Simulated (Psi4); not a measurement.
# doublet SnTe+: levels of theory compared

We compute a comparison of 3 runs (UDSD-PBEP86/def2-TZVPPD, UTPSSh/def2-TZVPPD, UMP3/def2-TZVPPD) of doublet SnTe+. 

The results are computed with Psi4 1.11.

1 further run of the same task is left out (set aside as unsound or not needed).

## Step 1: The system as given

SnTe+ has 2 atoms, charge +1, and is taken as a doublet. SMILES of the parent species: `[Sn][Te]`. The shape is that of a PBE0-D4/def2-TZVP optimisation. That shape belongs to the parent species and isn't relaxed for this state.

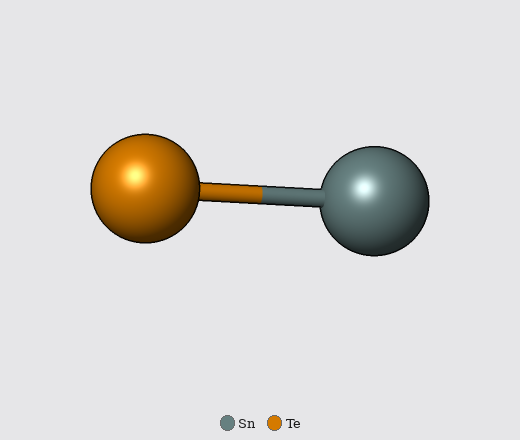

Viewed from a chosen angle; tin teal, tellurium orange.

## Step 2: A single-point energy at UDSD-PBEP86/def2-TZVPPD (core potential, density fitting for correlation) (run 1)

Input file snte.xyz:

```xyz
2
SnTe
Sn     0.000000     0.000000     0.009440
Te     0.000000     0.000000     2.527330
```

Input file run_ase.py:

```python
import numpy as np
from ase.calculators.psi4 import Psi4
from ase.io import read

a = read('snte.xyz')
calc = Psi4(atoms=a, method='dsd-pbep86', basis='def2-TZVPPD', memory='2200MB', num_threads=1, charge=1, multiplicity=2, label='calc', reference='uks')
calc.psi4.set_options({'puream': True, 'e_convergence': 1e-09, 'd_convergence': 1e-08, 'scf_type': 'pk', 'dft_radial_points': 99, 'dft_spherical_points': 590, 'num_frozen_docc': 8, 'maxiter': 100})
a.calc = calc

print(f'energy: {a.get_potential_energy():.6f} eV')
```

Command:

```bash
$ python run_ase.py
```

calc.dat:

```text
[...]
    !!!  WARNING: ECP capability is in beta. Please check occupations closely.  !!!
[...]
  Running in c1 symmetry.
[...]
  Nuclear repulsion =  110.968138891595729
[...]
  Multiplicity = 2
[...]
  Nalpha       = 23
  Nbeta        = 22
[...]
    Number of basis functions: 115
[...]
   @UKS iter   1:  -480.28828760546480   -1.97493e+00   9.84598e-03 ADIIS/DIIS
[...]
   @UKS iter  41:  -481.01913783450692    5.10454e-11   8.58610e-09 DIIS
[...]
   @S^2 Observed:                7.735887902E-01
[...]
    Orbital Energies [Eh]
    ---------------------
    Alpha Occupied:
       1A     -7.039894     2A     -5.878897     3A     -5.072440
       4A     -5.058188     5A     -5.058188     6A     -4.119210
       7A     -4.118364     8A     -4.118364     9A     -2.047809
      10A     -2.041563    11A     -2.041563    12A     -2.029313
      13A     -2.029313    14A     -1.497768    15A     -1.493570
      16A     -1.493570    17A     -1.493376    18A     -1.493376
      19A     -0.969641    20A     -0.747261    21A     -0.564477
      22A     -0.510091    23A     -0.510091
    Alpha Virtual:
      24A     -0.250391    25A     -0.250391    26A     -0.144606
[...]
  @UKS Final Energy:  -481.01913783450692
   => Energetics <=
    Nuclear Repulsion Energy =            110.9681388915957285
    One-Electron Energy =               -1054.0517202620781063
    Two-Electron Energy =                 473.2380095498377841
    DFT Exchange-Correlation Energy =     -11.1735660138622812
    Empirical Dispersion Energy =           0.0000000000000000
    VV10 Nonlocal Energy =                  0.0000000000000000
    Total Energy =                       -481.0191378345069211
[...]
 Multipole Moments:
 ------------------------------------------------------------------------------------
     Multipole            Electronic (a.u.)      Nuclear  (a.u.)        Total (a.u.)
 ------------------------------------------------------------------------------------
 L = 1.  Multiply by 2.5417464519 to convert [e a0] to [Debye]
 Dipole X            :         -0.0000033            0.0000000           -0.0000033
 Dipole Y            :         -0.0000009            0.0000000           -0.0000009
 Dipole Z            :         -1.8841431            0.3755312           -1.5086120
 Magnitude           :                                                    1.5086120
[...]
```

On the terminal:

```text
energy: -13099.149783 eV
```

Wall time 31 s (1 thread of AMD EPYC 7R43 (Zen 3), shared host); peak memory 0.71 GiB.

## Step 3: Energy and forces at UTPSSh/def2-TZVPPD (core potential) (run 2)

Input file job.json:

```json
{
 "schema_name": "qcschema_input",
 "schema_version": 1,
 "molecule": {
  "schema_name": "qcschema_molecule",
  "schema_version": 2,
  "symbols": ["Sn", "Te"],
  "geometry": [0.0, 0.0, 0.01783901, 0.0, 0.0, 4.77596153],
  "molecular_charge": 1,
  "molecular_multiplicity": 2,
  "fix_symmetry": "c1"
 },
 "driver": "gradient",
 "model": {
  "method": "tpssh",
  "basis": "def2-TZVPPD"
 },
 "keywords": {
  "reference": "uks",
  "puream": true,
  "e_convergence": 1e-09,
  "d_convergence": 1e-08,
  "scf_type": "pk",
  "dft_radial_points": 99,
  "dft_spherical_points": 590,
  "maxiter": 100,
  "scf_properties": ["MULLIKEN_CHARGES", "MAYER_INDICES", "WIBERG_LOWDIN_INDICES"]
 }
}
```

Command:

```bash
$ psi4 --qcschema job.json -n 1 --memory 2200MB
```

stdout:

```text
[...]
    !!!  WARNING: ECP capability is in beta. Please check occupations closely.  !!!
[...]
  Running in c1 symmetry.
[...]
  Nuclear repulsion =  110.968138752341318
[...]
  Multiplicity = 2
[...]
  Nalpha       = 23
  Nbeta        = 22
[...]
    Number of basis functions: 115
[...]
   @UKS iter   1:  -480.95903524340781   -1.59929e+00   1.16472e-02 ADIIS/DIIS
[...]
   @UKS iter  19:  -481.89600793371079   -1.81899e-12   6.10410e-09 DIIS
[...]
   @S^2 Observed:                7.561622263E-01
[...]
  @UKS Final Energy:  -481.89600793371079
   => Energetics <=
    Nuclear Repulsion Energy =            110.9681387523413179
    One-Electron Energy =               -1054.1716619517114850
    Two-Electron Energy =                 496.0450025773661764
    DFT Exchange-Correlation Energy =     -34.7374873117068432
    Empirical Dispersion Energy =           0.0000000000000000
    VV10 Nonlocal Energy =                  0.0000000000000000
    Total Energy =                       -481.8960079337107913
[...]
 Multipole Moments:
 ------------------------------------------------------------------------------------
     Multipole            Electronic (a.u.)      Nuclear  (a.u.)        Total (a.u.)
 ------------------------------------------------------------------------------------
 L = 1.  Multiply by 2.5417464519 to convert [e a0] to [Debye]
 Dipole X            :          0.0000052            0.0000000            0.0000052
 Dipole Y            :         -0.0000103            0.0000000           -0.0000103
 Dipole Z            :         -1.6270354            0.3755312           -1.2515042
 Magnitude           :                                                    1.2515042
[...]
  Mulliken Charges: (a.u.)
   Center  Symbol    Alpha    Beta     Spin     Total
       1    SN    10.84380 10.35884  0.48496  0.79735
       2    TE    12.15620 11.64116  0.51504  0.20265
   Total alpha = 23.00000, Total beta = 22.00000, Total charge =  1.00000
  Mayer Bond Indices:
  Total Bond Index:
  Irrep: 1 Size: 2 x 2
                 1                   2
[...]
  -Total Gradient:
     Atom            X                  Y                   Z
    ------   -----------------  -----------------  -----------------
       1       -0.000000017713     0.000000032612     0.001692042589
       2        0.000000017694    -0.000000032575    -0.001679162307
[...]
```

The result, in JSON:

```text
{
 "driver": "gradient",
 "model": {
  "method": "tpssh",
  "basis": "def2-TZVPPD"
 },
 "success": true,
 "return_result": [-1.7713480943370278e-08, 3.261186741191585e-08, 0.0016920425894214886, 1.7693939707603463e-08, -3.257515455797002e-08, -0.001679162307340415],
 "properties": {
  "calcinfo_nbasis": 115,
  "calcinfo_nmo": 115,
  "calcinfo_nalpha": 23,
  "calcinfo_nbeta": 22,
  "calcinfo_natom": 2,
  "nuclear_repulsion_energy": 110.96813875234132,
  "return_energy": -481.8960079337108,
  "return_gradient": [-1.7713480943370278e-08, 3.261186741191585e-08, 0.0016920425894214886, 1.7693939707603463e-08, -3.257515455797002e-08, -0.001679162307340415],
  "scf_one_electron_energy": -1054.1716619517115,
  "scf_two_electron_energy": 496.0450025773662,
  "scf_xc_energy": -34.73748731170684,
  "scf_dipole_moment": [5.244642667807231e-06, -1.0342341836102844e-05, -1.2515041894268633],
  "scf_total_energy": -481.8960079337108,
  "scf_total_gradient": [-1.7713480943370278e-08, 3.261186741191585e-08, 0.0016920425894214886, 1.7693939707603463e-08, -3.257515455797002e-08, -0.001679162307340415],
  "scf_iterations": 19
 }
}
```

Wall time 58 s (1 thread of AMD EPYC 7R43 (Zen 3), shared host); peak memory 0.73 GiB.

## Step 4: A single-point energy at UMP3/def2-TZVPPD (core potential) (run 3)

Input file calc.dat:

```
memory 2200 MB

molecule m {
  1 2
  Sn
  Te 1 2.51789
  units angstrom
  symmetry c1
  no_reorient
  no_com
}

set {
  reference       uhf
  puream          true
  e_convergence   1e-09
  d_convergence   1e-08
  scf_type        pk
  num_frozen_docc 8
  maxiter         100
  mp_type         conv
}

E, wfn = energy("mp3/def2-TZVPPD", return_wfn=True)
```

Command:

```bash
$ psi4 -n 1 calc.dat calc.out
```

calc.out:

```text
[...]
    !!!  WARNING: ECP capability is in beta. Please check occupations closely.  !!!
[...]
  Running in c1 symmetry.
[...]
  Nuclear repulsion =  110.968138891595743
[...]
  Multiplicity = 2
[...]
  Nalpha       = 23
  Nbeta        = 22
[...]
    Number of basis functions: 115
[...]
   @UHF iter   1:  -479.49700651230933   -2.36765e+00   8.97723e-03 DIIS/ADIIS
[...]
   @UHF iter  58:  -480.11406601716067   -1.08571e-11   7.93988e-09 DIIS
[...]
   @S^2 Observed:                8.323919873E-01
[...]
    Orbital Energies [Eh]
    ---------------------
    Alpha Occupied:
       1A     -7.330346     2A     -6.144470     3A     -5.305359
       4A     -5.291294     5A     -5.291294     6A     -4.332184
       7A     -4.329670     8A     -4.329670     9A     -2.161199
      10A     -2.154680    11A     -2.154680    12A     -2.142404
      13A     -2.142404    14A     -1.598946    15A     -1.594612
      16A     -1.594612    17A     -1.594331    18A     -1.594330
      19A     -1.030585    20A     -0.777963    21A     -0.595341
      22A     -0.538177    23A     -0.538176
    Alpha Virtual:
      24A     -0.205438    25A     -0.205437    26A     -0.106785
[...]
  @UHF Final Energy:  -480.11406601716067
   => Energetics <=
    Nuclear Repulsion Energy =            110.9681388915957427
    One-Electron Energy =               -1053.8712432958991485
    Two-Electron Energy =                 462.7890383871426820
    Total Energy =                       -480.1140660171606669
  UHF NO Occupations:
  HONO-2 :   21  A 1.9884007
  HONO-1 :   22  A 1.9835716
[...]
 Multipole Moments:
 ------------------------------------------------------------------------------------
     Multipole            Electronic (a.u.)      Nuclear  (a.u.)        Total (a.u.)
 ------------------------------------------------------------------------------------
 L = 1.  Multiply by 2.5417464519 to convert [e a0] to [Debye]
 Dipole X            :         -0.0000094            0.0000000           -0.0000094
 Dipole Y            :          0.0000059            0.0000000            0.0000059
 Dipole Z            :         -1.9732712            0.3755312           -1.5977400
 Magnitude           :                                                    1.5977400
[...]
	SCS-MP2 Total Energy (a.u.)        :  -480.75630117148103
	SOS-MP2 Total Energy (a.u.)        :  -480.71383173752793
[...]
	SOS-PI-MP2 Total Energy (a.u.)     :  -480.75996756217154
[...]
	MP2 Total Energy (a.u.)            :  -480.84124003938734
[...]
	SCS-MP3 Total Energy (a.u.)        :  -480.74495048494566
[...]
	MP3 Total Energy (a.u.)            :  -480.79583729324588
[...]
```

It took 50 s on 1 thread of AMD EPYC 7R43 (Zen 3), shared host; peak memory 1.3 GiB.

## Step 5: Overview of the runs

```csv
run,level,task,fitting correlation,energy (Eh),HOMO energy (eV),LUMO energy (eV),⟨S²⟩,wall time
1,"UDSD-PBEP86/def2-TZVPPD (core potential, density fitting for correlation)",energy,density fitting,-481.384880,-13.58,-8.92,0.774,31 s
2,UTPSSh/def2-TZVPPD (core potential),gradient,–,-481.896008,-11.95,-11.39,0.756,58 s
3,UMP3/def2-TZVPPD (core potential),energy,none,-480.795837,-14.01,-7.45,0.832,50 s
```

## Step 6: Results

```
                                                         quantity          value
                                              run 3: total energy  -480.79584 Eh
run 3: HOMO energy (Hartree–Fock orbitals) (highest over α and β)      -14.01 eV
 run 3: LUMO energy (Hartree–Fock orbitals) (lowest over α and β)       -7.45 eV
               run 3: correlation energy (8 core orbitals frozen)     -681.8 mEh
                         run 3: ⟨S²⟩ of the reference determinant          0.832
```

Totals of different functionals can't be ranked against each other. All runs together took 2.3 min, the longest 58 s.
